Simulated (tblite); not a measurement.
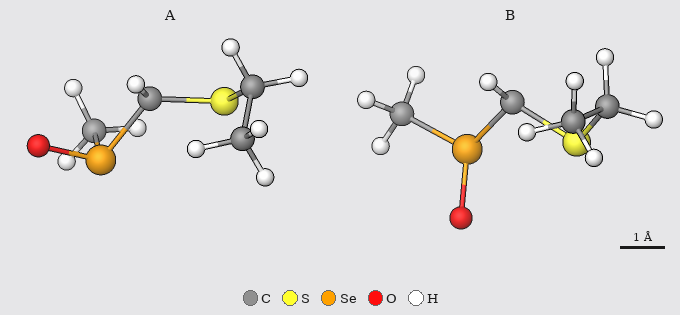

Two geometries of C4H9OSSe (multiplicity 2), drawn at one scale. One is the start of a relaxation, the other its converged end. A ball-and-stick model, seen from a free direction.

Level of theory: GFN2-xTB geometry optimisation, gas phase in tblite 0.8.0. 

**Which one is relaxed?**

Structure A is the relaxed one. The O atom moves most after the best rigid fit: 2.77 Å. By element the largest moves are O 2.77 Å, H 1.85 Å, Se 1.13 Å, S 1.02 Å, C 0.84 Å. Near-neighbour distances that change, for instance: C–Se 1.892 → 1.973 Å, C–S 1.794 → 1.718 Å, C–H 1.129 → 1.090 Å, C–H 1.114 → 1.085 Å. Among the angles between lasting bonds that change: C–Se–C 117.5° → 97.1°, C–Se–O 116.4° → 103.4°, C–Se–O 116.9° → 104.3°. Groups turn about C–S by about 35°, C–C by about 30°. After 157 geometry steps the energy has fallen by 1.871 eV. Cost: 1.2 s on 1 thread of Arm Neoverse V1, on a shared host.
